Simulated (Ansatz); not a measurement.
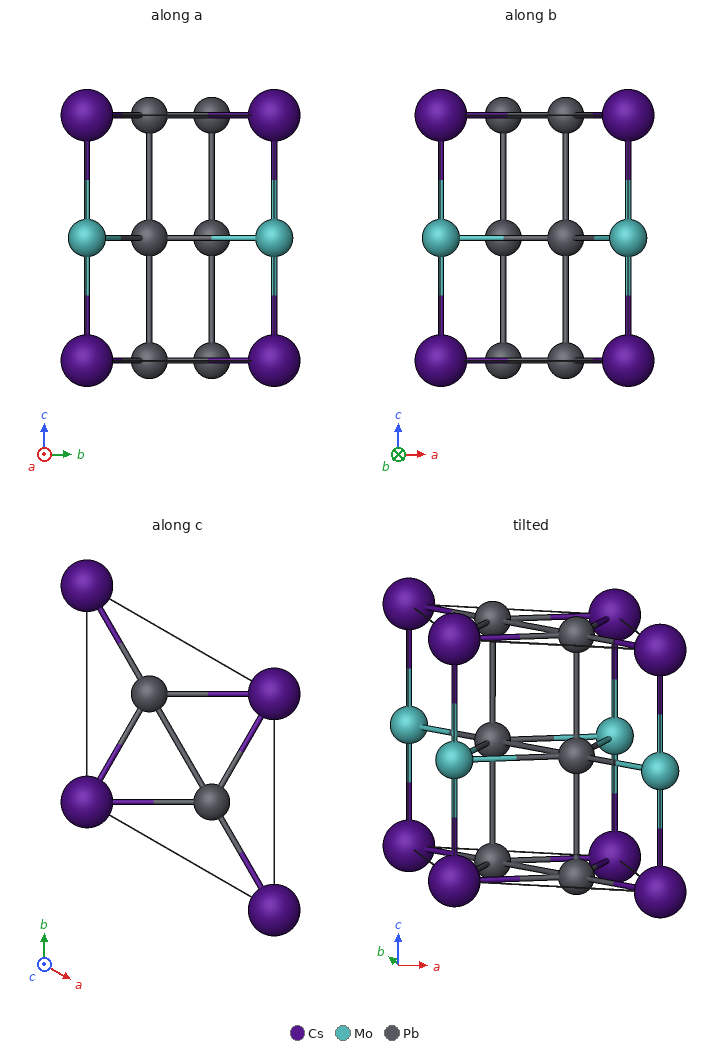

We look at a ball-and-stick model of the crystal along the a axis, along the b axis, along the c axis and slightly off an axis. The frame is the conventional unit cell; atoms at its boundary are shown with their periodic copies.

Lattice parameters: a = 5.9649 Å, b = 5.9649 Å, c = 6.7689 Å, α = 90.000°, β = 90.000°, γ = 120.000°.

> Convert the drawing into a CIF in P1 with every atom of the cell.

```cif
data_structure
_symmetry_space_group_name_H-M 'P 1'
_symmetry_Int_Tables_number 1
_cell_length_a 5.9649
_cell_length_b 5.9649
_cell_length_c 6.7689
_cell_angle_alpha 90.000
_cell_angle_beta 90.000
_cell_angle_gamma 120.000
_cell_volume 208.57
loop_
_atom_site_label
_atom_site_type_symbol
_atom_site_fract_x
_atom_site_fract_y
_atom_site_fract_z
_atom_site_occupancy
Cs1 Cs 0.0000 0.0000 0.0000 1
Mo1 Mo 0.0000 0.0000 0.5000 1
Pb1 Pb 0.3333 0.6667 0.5000 1
Pb2 Pb 0.6667 0.3333 0.5000 1
Pb3 Pb 0.3333 0.6667 0.0000 1
Pb4 Pb 0.6667 0.3333 0.0000 1
```

Provenance: a random cell made by a generator, so it need not be a real form of the compound. This is the structure after a relaxation with Ansatz 0.2.0, DFT PBE, scalar-relativistic, plane waves, PAW.
